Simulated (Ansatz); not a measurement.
# Tc of LuH2 (Fm-3m) from its phonons, part 2 of 2

Each step names its level of theory.

So far, log mean phonon energy ħω_log (meV): step 2 (electron–phonon run: PseudoDojo files) 25.1.

## Step 3: Electron–phonon run: finite displacements

Finite displacements in a supercell are the other road to force constants and couplings; here with the base functional.

This step: DFT PBEsol, scalar-relativistic, plane waves, PAW (Ansatz 0.2.0).

input.yaml

```yaml
crystal:
  lattice:
    - [0.0, 2.4792260564, 2.4792260564]
    - [2.4792260564, 0.0, 2.4792260564]
    - [2.4792260564, 2.4792260564, 0.0]
  atoms:
    - { symbol: Lu, position: [0.0, 0.0, 0.0] }
    - { symbol: H, position: [0.25, 0.25, 0.25] }
    - { symbol: H, position: [0.75, 0.75, 0.75] }
kpoints:
  mp_grid: { grid: [8, 8, 8] }
hamiltonian:
  xc: pbesol
scf:
  occupations: { method: methfessel_paxton, width: 0.2 }
output:
  eigenvalues: true
phonons:
  method: fd
  supercell: [2, 2, 2]
  temperatures: { t_max: 1000, t_step: 50 }
  qpath:
    path:
      - [[0.0, 0.0, 0.0], [0.5, 0.0, 0.5], [0.625, 0.25, 0.625]]
      - [[0.375, 0.375, 0.75], [0.0, 0.0, 0.0], [0.5, 0.5, 0.5], [0.5, 0.25, 0.75], [0.5, 0.0, 0.5]]
    npoints: 10
  electrical_resistivity:
    mesh: [12, 12, 12]
    temperatures: [20.0, 50.0, 80.0, 100.0, 150.0, 200.0, 273.0, 300.0, 400.0, 500.0, 600.0, 800.0]
  superconductivity: { mesh: [12, 12, 12], eliashberg_equations: false }
```

Command:

```console
> ansatz run input.yaml --threads 8 --pin off --max-ram 16384MiB --backend cpu --events-out ev --progress --plain --runs-dir out
```

Numbers of over 12 decimals in the logs are rounded to 6 here.

The program printed:

```text
[...]
Crystal: 24 atoms, lattice volume = 243.819 Å³
Basis set: ecut = 420 eV, 4693 PW (Γ), exchange–correlation on 96×96×96 points (8 copies of the dense FFT grid, shifted against one another)
Bands: 144, of which v1, the nominal top of the filled ones, is band 108 counted from 1 (107 counted from 0)
Symmetry: 384 space group operations
k-points: 8 of 64
[...]
SCF iter   1: F=—  HF=-117159.536139 eV  |F-HF|=—  |Δ(HF+E_count)|=         —  Δρ=4.64e-8  dr2=9.18e-13  ethr=1.00e-12  ⟨swp⟩=3.0  Hψ=2807  notcnv=0
[...]
SCF iter   2: F=-117159.536139 eV  HF=-117159.536139 eV  |F-HF|=2.91e-11  |Δ(HF+E_count)|=    0.00e0  S|Δr|=    0.00e0  Δρ=3.24e-8  dr2=1.05e-12  ethr=1.00e-12  ⟨swp⟩=4.9  Hψ=3863  notcnv=0
SCF 1 converged in 2 iterations: F = -117159.536139 eV  dr2 = 1.05e-12
[...]
Symmetry: 8 space group operations
k-points: 13 of 64 (time reversal used)
iter 1 solved again at ethr=1.86e-8 eV; its pass at ethr=3.10e-3 eV (dr2=4.01e-5 eV) is discarded
[...]
SCF iter   9: F=-117159.536109 eV  HF=-117159.536109 eV  |F-HF|=1.46e-11  |Δ(HF+E_count)|=  4.37e-11  S|Δr|=    0.00e0  Δρ=4.14e-8  dr2=2.06e-12  ethr=1.00e-12  ⟨swp⟩=8.3  Hψ=11695  notcnv=0
SCF 2 converged in 9 iterations: F = -117159.536109 eV  dr2 = 2.06e-12
[...]
Symmetry: 4 space group operations
k-points: 18 of 64 (time reversal used)
[...]
SCF iter  10: F=-117159.536125 eV  HF=-117159.536125 eV  |F-HF|=2.91e-11  |Δ(HF+E_count)|=  2.91e-11  S|Δr|=    0.00e0  Δρ=1.09e-8  dr2=2.10e-13  ethr=1.00e-12  ⟨swp⟩=6.9  Hψ=13519  notcnv=0
SCF 3 converged in 10 iterations: F = -117159.536125 eV  dr2 = 2.10e-13
[...]
Crystal: 3 atoms, lattice volume = 30.477 Å³
Basis set: ecut = 420 eV, 609 PW (Γ), exchange–correlation on 48×48×48 points (8 copies of the dense FFT grid, shifted against one another)
Bands: 18, of which v1, the nominal top of the filled ones, is band 14 counted from 1 (13 counted from 0)
Symmetry: 48 space group operations
k-points: 29 of 512
[...]
SCF iter   1: F=—  HF=-14644.947172 eV  |F-HF|=—  |Δ(HF+E_count)|=         —  Δρ=7.25e-3  dr2=1.02e-2  ethr=1.77e-3  ⟨swp⟩=5.3  Hψ=2929  notcnv=0
[...]
SCF iter   8: F=-14644.942017 eV  HF=-14644.942017 eV  |F-HF|=3.64e-12  |Δ(HF+E_count)|=  1.38e-10  S|Δr|=    0.00e0  Δρ=1.22e-7  dr2=2.56e-12  ethr=1.00e-12  ⟨swp⟩=5.0  Hψ=1891  notcnv=0
SCF 4 converged in 8 iterations: F = -14644.942017 eV  dr2 = 2.56e-12
NSCF: frozen V_eff on 72 k-points
SCF converged after 2 iterations
[...]
Free energy (F): -117159.536139 eV
[...]
Internal energy: -117159.494726 eV  (E = F + TS)
E sigma→0 (E₀):  -117159.525785 eV
Entropy (-TS):   -0.041413 eV (-1.726 meV/atom)
Fermi energy:    13.814046 eV
[...]
--- Band table (eV; the first three rows and the last of 8) ---
  k-point 0: bands = [... 104 lower, 11.3715, 11.3715, 13.4849, 15.2124, 15.2124, 15.2124, 15.2836, 15.2836, ... 32 higher]
  k-point 1: bands = [... 104 lower, 12.0612, 12.0612, 12.1276, 14.4422, 14.4422, 14.4422, 15.4113, 15.4113, ... 32 higher]
  k-point 2: bands = [... 104 lower, 13.2173, 13.2173, 13.2173, 13.2173, 13.2173, 13.2173, 15.6267, 15.6267, ... 32 higher]
  k-point 7: bands = [... 104 lower, 13.0970, 13.0970, 13.0970, 13.0970, 14.6653, 14.6653, 14.6653, 14.6653, ... 32 higher]
--- Phonons: 2 displaced members + reference (amplitude 0.0025 Å, Σ member SCF iterations 19) ---
  symmetry images taken by strict's conditions (phonons.symmetry_images: auto; settled by the scattering of the electrons by the phonons, which is asked for)
  ASR residual: 3.567e-4 → 0.000e0 eV/Å²; symmetrization residual: 3.611e-5 eV/Å²
  largest component of a force at the reference: 1.6e-18 eV/Å
  ASR residual per site (eV/Å²): 3.57e-4 3.18e-5 3.18e-5
  Γ frequencies (cm⁻¹): 0.00 0.00 0.00 992.56 992.56 992.56 1182.66 1182.66 1182.66
[...]
--- Electrical resistivity: potentials and phonons of a 2×2×2 supercell ---
[...]
at the Fermi level of each mesh (of a tensor a third of its trace):
[...]
12×12×12                     0.2893              5.1114    0.2580    0.3336          24.973
          6×6×6                     0.2832              5.0575    0.2523    0.3233          25.306
          3×3×3                     0.2832              4.8072    0.2118    0.3151          28.494
  resistivity on the deck's mesh, µΩ·cm:
[...]
20.00     7.0102e-3              no     7.0102e-3     7.0102e-3     7.0102e-3       1.7521e-2         9.1486e-3
     50.00     5.8840e-1             yes     5.8840e-1     5.8840e-1     5.8840e-1       8.3053e-1         5.4433e-1
     80.00      1.9419e0             yes      1.9419e0      1.9419e0      1.9419e0        2.1824e0          1.6238e0
    100.00      2.8693e0             yes      2.8693e0      2.8693e0      2.8693e0        3.0877e0          2.3553e0
    150.00      5.0245e0             yes      5.0245e0      5.0245e0      5.0245e0        5.2612e0          4.0780e0
    200.00      7.0798e0             yes      7.0798e0      7.0798e0      7.0798e0        7.3904e0          5.7369e0
    273.00      1.0164e1             yes      1.0164e1      1.0164e1      1.0164e1        1.0637e1          8.2471e0
    300.00      1.1360e1             yes      1.1360e1      1.1360e1      1.1360e1        1.1905e1          9.2275e0
    400.00      1.6053e1             yes      1.6053e1      1.6053e1      1.6053e1        1.6883e1          1.3100e1
    500.00      2.1025e1             yes      2.1025e1      2.1025e1      2.1025e1        2.2136e1          1.7232e1
    600.00      2.6116e1             yes      2.6116e1      2.6116e1      2.6116e1        2.7498e1          2.1478e1
    800.00      3.6350e1             yes      3.6350e1      3.6350e1      3.6350e1        3.8268e1          3.0034e1
[...]
not converged in the mesh (λ; λ_tr; the resistivity at 20 K by 2.96 %): between neighbouring meshes, the two finest first, λ moves by 2.18 % and 16.06 %, λ_tr by 3.09 % and 2.56 % and the resistivity by up to 2.96 % and 13.99 %; an estimate, no bound, puts it up to 2.4e-7 % above the Boltzmann equation's exact value after up to 5 iterations (at most 30 are made, fewer where the estimate is under 1.0e-6 % of each spin channel's own resistivity)
  vibrations of 8 cells: unjudged by the run; compare a larger repeat
[...]
--- Superconductivity: potentials and phonons of a 2×2×2 supercell ---
[...]
mesh         λ    ħω_log (meV)  μ* declared at (meV)
       12×12×12    0.2580          24.973               70.327
          6×6×6    0.2523          25.306               71.088
          3×3×3    0.2118          28.494               77.442
  λ by the species' shares of the modes' patterns: Lu 0.1914, H 0.0666
[...]
0.08      0.088         0.089             -             -             -             -              -
      0.10      0.024         0.024             -             -             -             -              -
      0.12      0.004         0.004             -             -             -             -              -
      0.13      0.001         0.001             -             -             -             -              -
      0.14      0.000         0.000             -             -             -             -              -
      0.16      0.000         0.000             -             -             -             -              -
      0.20      0.000         0.000             -             -             -             -              -
[...]
vibrations of 8 cells: unjudged by the run; compare a larger repeat
[...]
```

Elapsed: 46 s, on 8 threads of Arm Neoverse N1, shared host; peak memory 1.8 GiB.

Numbers from this step:

* volume per atom: 10.16 Å³
* resistivity at 300 K: 11.36 μΩ cm
* coupling constant λ: 0.258
* density of states at the Fermi level: 0.2893 states/eV a spin and cell
* log mean phonon energy ħω_log: 24.97 meV
* transport coupling constant λ_tr: 0.3336, 0.3336, 0.3336 (xx, yy, zz)
* Drude plasma energy: 5.111, 5.111, 5.111 eV (xx, yy, zz)
* resistivity times mean free path: 13.76, 13.76, 13.76 × 10⁻¹⁶ Ω m² (xx, yy, zz)
* second-moment phonon energy ħω₂: 70.33 meV

An empty cell: under 1 mK by a formula, or no transition down to the floor of the Eliashberg search. Transition temperatures:

```tsv
μ*	McMillan Tc (K)	Allen–Dynes Tc (K)
0.08	0.0877	0.0885
0.1	0.024	0.0243
0.12	0.00397	0.00401
0.13	0.00121	0.00122
0.14	-	-
0.16	-	-
0.2	-	-
```

## Step 4: Electron–phonon run: r2SCAN at its own relaxed cell

The functional sets the lattice constant, the bands and the force constants.

This step: DFT r2SCAN, scalar-relativistic, plane waves, PAW (Ansatz 0.2.0).

input.yaml, as its differences from that of step 3:

```diff
@@ -2,5 +2,5 @@
   lattice:
-    - [0.0, 2.4792260564, 2.4792260564]
-    - [2.4792260564, 0.0, 2.4792260564]
-    - [2.4792260564, 2.4792260564, 0.0]
+    - [0.0, 2.4962631302, 2.4962631302]
+    - [2.4962631302, 0.0, 2.4962631302]
+    - [2.4962631302, 2.4962631302, 0.0]
   atoms:
@@ -12,3 +12,3 @@
 hamiltonian:
-  xc: pbesol
+  xc: r2scan
 scf:
@@ -18,4 +18,4 @@
 phonons:
-  method: fd
-  supercell: [2, 2, 2]
+  method: dfpt
+  qmesh: [2, 2, 2]
   temperatures: { t_max: 1000, t_step: 50 }
```

The program printed:

```text
[...]
Crystal: 3 atoms, lattice volume = 31.110 Å³
Basis set: ecut = 500 eV, 749 PW (Γ), exchange–correlation on 135×135×135 points (125 copies of the dense FFT grid, shifted against one another)
Bands: 18, of which v1, the nominal top of the filled ones, is band 14 counted from 1 (13 counted from 0)
Symmetry: 48 space group operations
k-points: 95 of 512 (irreducible under 4 space group operations, time reversal used)
[...]
SCF iter   1: F=—  HF=-14777.870077 eV  |F-HF|=—  |Δ(HF+E_count)|=         —  Δρ=9.69e-3  dr2=1.96e-2  dr2_τ=2.43e-2  ethr=1.77e-3  ⟨swp⟩=4.8  Hψ=7866  notcnv=0
[...]
SCF iter  10: F=-14777.882471 eV  HF=-14777.882471 eV  |F-HF|=3.64e-12  |Δ(HF+E_count)|=  3.64e-12  S|Δr|=    0.00e0  Δρ=1.09e-7  dr2=2.03e-12  dr2_τ=7.39e-13  ethr=1.00e-12  ⟨swp⟩=7.9  Hψ=8834  notcnv=0
SCF 1 converged in 10 iterations: F = -14777.882471 eV  dr2 = 2.03e-12
[...]
DFPT response loops at Γ: preconditioner auto → Kerker (q_TF=auto, 2.665 Å⁻¹) (partly filled bands, converged f_vac=0.000); β = 1.00, the filter's whole step (`scf.mixing.beta` (0.50) is not read by the response loops under this deck's `scf.mixing.preconditioner`; to damp them name `kerker` or `kerker_dos`, under which they read `scf.mixing.beta`, and type it under 1.00, their step now; both keys bind the ground state too); Broyden in place of MSR1
[...]
k-points: 29 of 512
SCF iter   1: F=—  HF=-14777.870087 eV  |F-HF|=—  |Δ(HF+E_count)|=         —  Δρ=9.69e-3  dr2=1.96e-2  dr2_τ=2.43e-2  ethr=1.77e-3  ⟨swp⟩=4.8  Hψ=2386  notcnv=0
[...]
SCF iter  10: F=-14777.882471 eV  HF=-14777.882471 eV  |F-HF|=0.00e0  |Δ(HF+E_count)|=  7.28e-12  S|Δr|=    0.00e0  Δρ=1.09e-7  dr2=1.98e-12  dr2_τ=7.50e-13  ethr=1.00e-12  ⟨swp⟩=3.0  Hψ=1383  notcnv=0
SCF 2 converged in 10 iterations: F = -14777.882471 eV  dr2 = 1.98e-12
[...]
SCF converged after 10 iterations
[...]
Free energy (F): -14777.882471 eV
[...]
Internal energy: -14777.877304 eV  (E = F + TS)
E sigma→0 (E₀):  -14777.881180 eV
Entropy (-TS):   -0.005167 eV (-1.722 meV/atom)
Fermi energy:    13.759917 eV
[...]
--- Band table (eV; the first three rows and the last of 95) ---
  k-point 0: bands = [... 10 lower, 8.7311, 8.7311, 12.8299, 15.3066, 15.3066, 15.3066, 18.3135, 18.3135]
  k-point 1: bands = [... 10 lower, 8.7192, 8.7315, 11.6427, 15.5040, 15.5040, 16.9191, 18.0835, 18.0835]
  k-point 2: bands = [... 10 lower, 8.6975, 8.7324, 10.2889, 15.7212, 15.7212, 18.1045, 18.1045, 18.8602]
  k-point 94: bands = [... 10 lower, 8.6931, 8.9545, 8.9545, 12.5377, 15.7977, 20.1422, 20.6333, 20.6333]
--- Phonons (Γ-DFPT): 2 representative perturbations + reference, on 95 of 512 k-points (Σ response iterations 20) ---
  k mesh reduced under 4 symmetry operations, with k and −k counted as one. Each operation leaves every solved perturbation unchanged. A smaller set is not considered because the functional reads the kinetic-energy density
  ASR residual: 2.259e-4 → 0.000e0 eV/Å²; symmetrization residual: 3.315e-7 eV/Å²
  ASR residual per site (eV/Å²): 2.26e-4 2.91e-5 2.91e-5
  Γ frequencies (cm⁻¹): 0.00 0.00 0.00 975.51 975.51 975.51 1198.35 1198.35 1198.35
--- Phonons (arbitrary-q DFPT): 3 irreducible q on the 2×2×2 mesh ---
[...]
interpolated dispersion: 62 rows × 9 modes
[...]
--- Electrical resistivity: potentials and phonons of a 2×2×2 supercell ---
[...]
at the Fermi level of each mesh (of a tensor a third of its trace):
[...]
12×12×12                     0.2732              5.2447    0.3255    0.4206          24.192
          6×6×6                     0.2666              5.1881    0.3134    0.4015          24.587
          3×3×3                     0.2701              4.8437    0.2485    0.3799          26.154
  resistivity on the deck's mesh, µΩ·cm:
[...]
20.00     8.2474e-3             yes     8.2474e-3     8.2474e-3     8.2474e-3       2.1965e-2         9.9531e-3
     50.00     7.4030e-1             yes     7.4030e-1     7.4030e-1     7.4030e-1        1.0314e0         6.7767e-1
     80.00      2.3989e0              no      2.3989e0      2.3989e0      2.3989e0        2.6662e0          1.9953e0
    100.00      3.5218e0              no      3.5218e0      3.5218e0      3.5218e0        3.7541e0          2.8799e0
    150.00      6.1285e0              no      6.1285e0      6.1285e0      6.1285e0        6.3640e0          4.9597e0
    200.00      8.6188e0              no      8.6188e0      8.6188e0      8.6188e0        8.9222e0          6.9641e0
    273.00      1.2359e1              no      1.2359e1      1.2359e1      1.2359e1        1.2822e1          9.9944e0
    300.00      1.3810e1              no      1.3810e1      1.3810e1      1.3810e1        1.4343e1          1.1176e1
    400.00      1.9498e1              no      1.9498e1      1.9498e1      1.9498e1        2.0306e1          1.5829e1
    500.00      2.5514e1              no      2.5514e1      2.5514e1      2.5514e1        2.6586e1          2.0776e1
    600.00      3.1666e1              no      3.1666e1      3.1666e1      3.1666e1        3.2986e1          2.5848e1
    800.00      4.4008e1              no      4.4008e1      4.4008e1      4.4008e1        4.5813e1          3.6040e1
[...]
vibrations of 8 cells: unjudged by the run; compare a larger repeat
[...]
--- Superconductivity: potentials and phonons of a 2×2×2 supercell ---
[...]
mesh         λ    ħω_log (meV)  μ* declared at (meV)
       12×12×12    0.3255          24.192               68.931
          6×6×6    0.3134          24.587               69.811
          3×3×3    0.2485          26.154               73.226
  λ by the species' shares of the modes' patterns: Lu 0.2445, H 0.0810
[...]
0.08      0.574         0.582             -             -             -             -              -
      0.10      0.284         0.287             -             -             -             -              -
      0.12      0.117         0.118             -             -             -             -              -
      0.13      0.068         0.069             -             -             -             -              -
      0.14      0.036         0.037             -             -             -             -              -
      0.16      0.007         0.008             -             -             -             -              -
      0.20      0.000         0.000             -             -             -             -              -
[...]
vibrations of 8 cells: unjudged by the run; compare a larger repeat
[...]
```

Run time: 2 min. Hardware: 8 threads; peak memory 1.2 GiB.

Numbers from this step:

| Item | Value |
| --- | --- |
| volume per atom | 10.37 Å³ |
| zero point energy | 0.4231 eV/cell |
| highest frequency, solved or plainly interpolated | 1198 cm⁻¹ |
| Debye temperature (second moment) | 1651 K |
| resistivity at 300 K | 13.81 μΩ cm |
| coupling constant λ | 0.3255 |
| density of states at the Fermi level | 0.2732 states/eV a spin and cell |
| log mean phonon energy ħω_log | 24.19 meV |
| transport coupling constant λ_tr | 0.4206, 0.4206, 0.4206 (xx, yy, zz) |
| Drude plasma energy | 5.245, 5.245, 5.245 eV (xx, yy, zz) |
| resistivity times mean free path | 13.94, 13.94, 13.94 × 10⁻¹⁶ Ω m² (xx, yy, zz) |
| second-moment phonon energy ħω₂ | 68.93 meV |

An empty cell: under 1 mK by a formula, or no transition down to the floor of the Eliashberg search. Transition temperatures:

```tsv
μ*	McMillan Tc (K)	Allen–Dynes Tc (K)
0.08	0.574	0.582
0.1	0.284	0.287
0.12	0.117	0.118
0.13	0.0679	0.0687
0.14	0.0365	0.0368
0.16	0.00749	0.00757
0.2	-	-
```

The Eliashberg function α²F has structure finer than the step of the table below, so its rows give means over 5 meV, whole bins alone (the curve runs from 0.58 to 148 meV). Peaks (meV: height): α²F 13.3: 0.433, 125.9: 0.240, 139.9: 0.692, 142.2: 0.467; α²F tr 13.3: 0.538, 125.9: 0.321, 139.9: 1.04, 142.2: 0.598.

The Eliashberg function α²F by phonon energy; means over each step:

```tsv
phonon energy (meV)	α²F	α²F tr
5	9.8e-4	1.4e-4
10	0.0600	0.0692
15	0.261	0.354
20	0.0168	0.0303
25	0	0
30	0	0
35	0	0
40	0	0
45	0	0
50	0	0
55	0	0
60	0	0
65	0	0
70	0	0
75	0	0
80	0	0
85	0	0
90	0	0
95	0	0
100	0	0
105	0	0
110	0	0
115	0	0
120	0.00165	3.9e-4
125	0.146	0.189
130	0.206	0.267
135	0.117	0.141
140	0.441	0.608
145	0.177	0.157
```

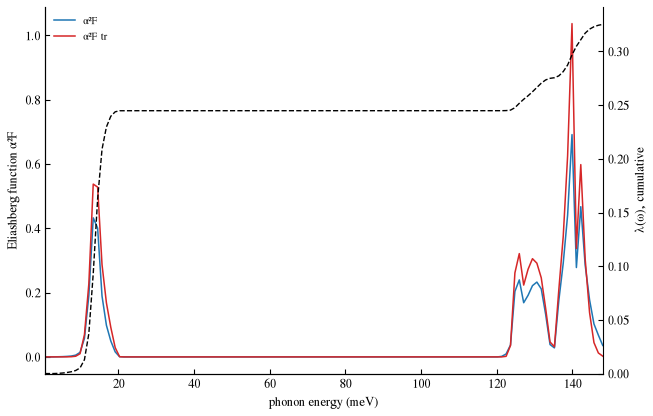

Eliashberg function α²F against phonon energy. The dashed line is the running λ.

The Eliashberg function α²F has structure finer than the step of the table below, so its rows give means over 10 meV, whole bins alone (the curve runs from 0.58 to 148 meV). Peaks (meV: height): α²F 13.3: 0.433, 125.9: 0.240, 139.9: 0.692, 142.2: 0.467; Lu 13.3: 0.432; H 125.9: 0.239, 139.9: 0.691, 142.2: 0.467.

The Eliashberg function α²F by phonon energy; means over each step:

```tsv
phonon energy (meV)	α²F	Lu	H
10	0.120	0.119	2.2e-4
20	0.0498	0.0498	5.0e-5
30	0	0	0
40	0	0	0
50	0	0	0
60	0	0	0
70	0	0	0
80	0	0	0
90	0	0	0
100	0	0	0
110	0	0	0
120	0.0223	4.7e-5	0.0222
130	0.175	2.4e-4	0.174
140	0.325	2.4e-4	0.325
```

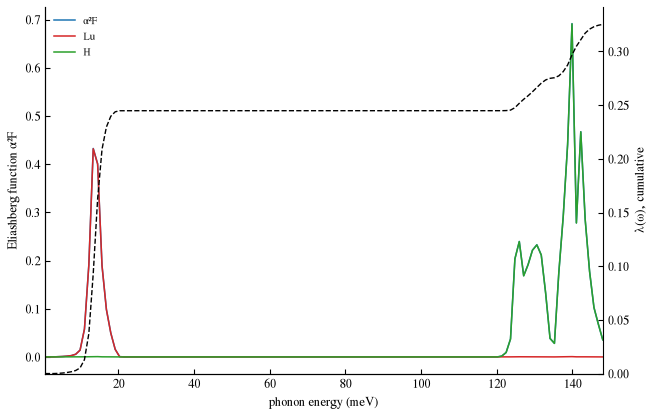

Eliashberg function α²F against phonon energy. The dashed line is the running λ.

## Step 5: Outcome

```yaml
meshes: q 2×2×2, k 8×8×8, scattering 12×12×12
coupling_constant_lambda: 0.326
log_mean_phonon_energy_omega_log: 24.2 meV
allen_dynes_tc_at_mu_star_0p1: 0.287 K
allen_dynes_tc_at_mu_star_0p13: 0.0687 K
```

In words: In the last run (r2SCAN, q 2×2×2, k 8×8×8, scattering 12×12×12), with λ = 0.33 and ħω_log = 24.2 meV, Tc at μ* = 0.13 is 0.068 K by McMillan's formula and 0.069 K by Allen and Dynes's. Raising μ* from 0.10 to 0.16 lowers the Allen–Dynes value from 0.29 to 0.0076 K. By the run's own test λ is not converged in the fine mesh: it moves by 4 % between the two finest. The run's transport test calls it not converged in the mesh; ρ(300 K) moves by 3 % in the component that moves most. These meshes are coarse. Over the runs, λ takes the values 0.258, 0.258 and 0.326, in the order shown. μ* is a typed number, phonons are harmonic, and spin fluctuations are left out; at μ* = 0.13 McMillan's formula turns 1 % in λ into about 12 % in Tc.

[Logs are printed without paths, hosts, clocks, repeated set-up lines and the standing remarks that a program may print on its own settings, such as how far it seeks lower states.]

[Hosts, paths, dates, database ids (printed as entryN), source tags and the programs' standing remarks are cut or masked in the printed files.]
